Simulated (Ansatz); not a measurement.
# BSiH2Cl (SMILES B[Si]Cl): U-wB97X/STO-3G

Aim: the electronic atomisation energy of BSiH2Cl at U-wB97X/STO-3G, from 5 runs. 

The calculation is run with Ansatz 0.2.0.

72 further runs of the same task are left out: 4 that didn't finish, 68 set aside as unsound or not needed.

### Step 1. The molecule

BSiH2Cl has 5 atoms, charge 0, and is taken as a triplet. SMILES: `B[Si]Cl`. The coordinates come from a GFN2-xTB relaxation.

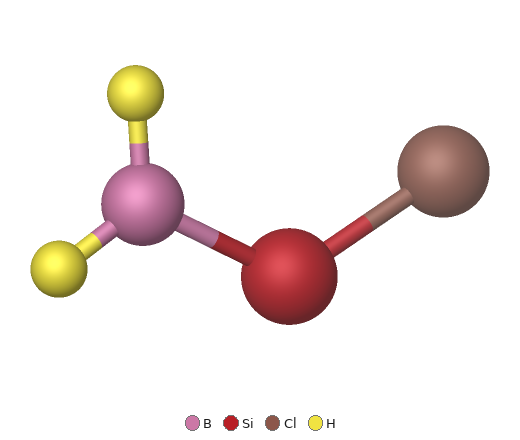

Viewed from a chosen angle; boron pink, silicon red, chlorine brown, hydrogen yellow.

### Step 2. A single-point energy at U-wB97X/STO-3G

Input file in.yaml:

```yaml
crystal:
  periodic: [false, false, false]
  atoms:
    - {symbol: B, position_ang: [-0.674100, 0.367960, -0.302510]}
    - {symbol: Si, position_ang: [0.334580, -1.081930, 0.357550]}
    - {symbol: Cl, position_ang: [2.311390, -0.930270, 0.961480]}
    - {symbol: H, position_ang: [-0.184480, 1.431210, -0.387430]}
    - {symbol: H, position_ang: [-1.787390, 0.213030, -0.629090]}
basis:
  gaussian: {orbitals: STO-3G}
magnetization: {spin_polarized: true, initial_magnetization: 2}
hamiltonian: {xc: {name: wB97X}}
accuracy: high
```

The run is started by

```bash
ansatz run in.yaml --threads 1 --pin off --max-ram 2610MiB --events-out events.jsonl --progress --plain --runs-dir runs
```

Standard output:

```text
Warning: RAYON_NUM_THREADS=1 ignored (pool sized by the plan → 1); use --threads N
Functional definition: wB97X
  name "wB97X"
  parameter omega = 0.3/bohr
  parameter cx = 0.157706
  parameter cx1 = 0.726479
  parameter cx2 = 1.04760
  parameter cx3 = -5.70635
  parameter cx4 = 13.2794
  parameter css1 = -4.33879
  parameter css2 = 18.2308
  parameter css3 = -31.7430
  parameter css4 = 17.2901
  parameter cos1 = 2.37031
  parameter cos2 = -11.3995
  parameter cos3 = 6.58405
  parameter cos4 = -3.78132
  exchange = spin_sum(e_x_unif_sr(omega)*poly(b97_u_x, 1 - cx, cx1, cx2, cx3, cx4)) + cx*exact_x_sr(omega)
      + exact_x_lr(omega)
  correlation = spin_sum(e_c_pw_same_spin*poly(b97_u_same, 1, css1, css2, css3, css4))
      + integral(e_c_pw_opposite_spin*poly(b97_u_opposite, 1, cos1, cos2, cos3, cos4))
452 factors; integrals over basis functions are off by at most 1.1e-8 eV
172 factors; integrals over basis functions are off by at most 1.2e-9 eV
mean field evaluation 1: about -20869.2112 eV, gradient 1.1e1 eV
mean field evaluation 2: about -20870.5308 eV, gradient 4.3e0 eV
mean field evaluation 4: about -20870.7335 eV, gradient 5.7e-1 eV
mean field evaluation 8: about -20870.7122 eV, gradient 2.2e-2 eV
mean field evaluation 16: about -20870.7122 eV, gradient 7.5e-6 eV
mean field -20870.71221443 eV, -766.9845272035 hartree, gradient 7.5e-8 eV, S^2 2.002050; 0 other end points of the search recorded, 0 dependent functions left out
reference -20870.71221303 eV, -766.9845271520 hartree; 20, 18 occupied and 5, 7 virtual orbitals, 452 factors
Total energy: -20870.71221303 eV, -766.9845271520 hartree
```

It took 13 s on 1 thread of Arm Neoverse V1, shared host; peak memory 0.45 GiB.

### Step 3. The B atom, same level

Input file molecule.yaml:

```yaml
crystal:
  periodic: [false, false, false]
  atoms:
    - {symbol: B, position_ang: [0.000000, 0.000000, 0.000000]}
basis:
  gaussian:
    orbitals: STO-3G
hamiltonian:
  xc: {name: wB97X}
magnetization:
  spin_polarized: true
  initial_magnetization: 1
accuracy: high
```

Run the same way, it converges to -24.27115 Eh (log not shown).

### Step 4. The Cl atom, same level

Input file molecule.yaml:

```yaml
crystal:
  periodic: [false, false, false]
  atoms:
    - {symbol: Cl, position_ang: [0.000000, 0.000000, 0.000000]}
basis:
  gaussian: {orbitals: STO-3G}
magnetization: {spin_polarized: true, initial_magnetization: 1}
hamiltonian: {xc: {name: wB97X}}
accuracy: high
```

Run the same way, it converges to -455.13323 Eh (log not shown).

### Step 5. The H atom

Input file in.yaml:

```yaml
basis:
  gaussian:
    orbitals: STO-3G
crystal:
  periodic: [false, false, false]
  atoms:
    - symbol: H
      position_ang: [0.000000, 0.000000, 0.000000]
magnetization:
  spin_polarized: true
  initial_magnetization: 1
hamiltonian:
  xc: {name: wB97X}
accuracy: high
```

The run is started by

```bash
ansatz run in.yaml --threads 1 --pin off --max-ram 2610MiB --events-out events.jsonl --progress --plain --runs-dir runs
```

Standard output, shortened:

```text
Warning: RAYON_NUM_THREADS=1 ignored (pool sized by the plan → 1); use --threads N
Functional definition: wB97X
  name "wB97X"
[...]
      + exact_x_lr(omega)
[...]
      + integral(e_c_pw_opposite_spin*poly(b97_u_opposite, 1, cos1, cos2, cos3, cos4))
1 factors; integrals over basis functions are off by at most 4.6e-10 eV
1 factors; integrals over basis functions are off by at most 2.9e-10 eV
[...]
mean field -12.70558344 eV, -0.4669215794 hartree, gradient 0.0e0 eV, S^2 0.750000; 0 other end points of the search recorded, 0 dependent functions left out
reference -12.70558358 eV, -0.4669215842 hartree; 1, 0 occupied and 0, 1 virtual orbitals, 1 factors
Total energy: -12.70558358 eV, -0.4669215842 hartree
```

Run time: 0.26 s. Hardware: 1 thread of Arm Neoverse V1, shared host.

### Step 6. The Si atom at the same level

Input file in.yaml:

```yaml
basis:
  gaussian: {orbitals: STO-3G}
crystal:
  periodic: [false, false, false]
  atoms:
    - {symbol: Si, position_ang: [0.000000, 0.000000, 0.000000]}
magnetization: {spin_polarized: true, initial_magnetization: 2}
hamiltonian: {xc: {name: wB97X}}
accuracy: high
```

Run the same way, it converges to -285.93335 Eh (log not shown).

### Step 7. Outcome

Level: U-wB97X/STO-3G.

```
                     quantity          value
       molecule: total energy  -766.98453 Eh
               molecule: ⟨S²⟩          2.002
         B atom: total energy   -24.27115 Eh
                 B atom: ⟨S²⟩          0.750
        Cl atom: total energy  -455.13323 Eh
                Cl atom: ⟨S²⟩          0.750
         H atom: total energy    -0.46692 Eh
                 H atom: ⟨S²⟩          0.750
        Si atom: total energy  -285.93335 Eh
                Si atom: ⟨S²⟩          2.000
electronic atomisation energy      19.401 eV
```

**Reading.** Taking the molecule apart into free atoms costs 19.40 eV (447 kcal/mol), before zero-point energy and without spin-orbit coupling. In a minimal basis such a difference can be off by several eV, whatever the method.
